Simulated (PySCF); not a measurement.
Vertical excitations of a molecule GeH8N2Si from TDA-M06-2X/def2-SVPD run with PySCF, as energy in eV (oscillator strength): 5.86 (0.010), 6.17 (0.013), 6.70 (0.019), 6.88 (0.072), 7.21 (0.012), 7.29 (0.066), 7.44 (0.186), 7.60 (0.008), 7.67 (0.054), 7.80 (0.028). Lowest triplet (TDA): 5.56 eV. Coordinates come from a PBE-D3(BJ)/def2-SVP optimisation. Other conformers were not sampled.

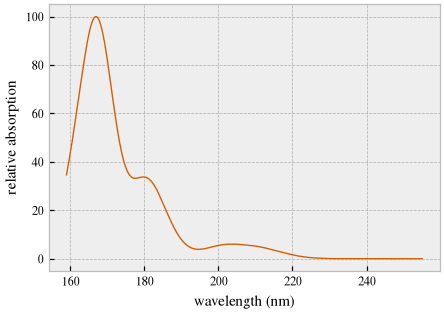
The lines broadened by 0.4 eV.

Question: Identify the compound among the candidates.
(A) [NH2][GeH2][NH][SiH3]
(B) [NH2][GeH]([NH2])[SiH3]
(C) N[SiH](N)[GeH3]
(D) N[SiH2][GeH2][NH2]

Answer: D, N[SiH2][GeH2][NH2]
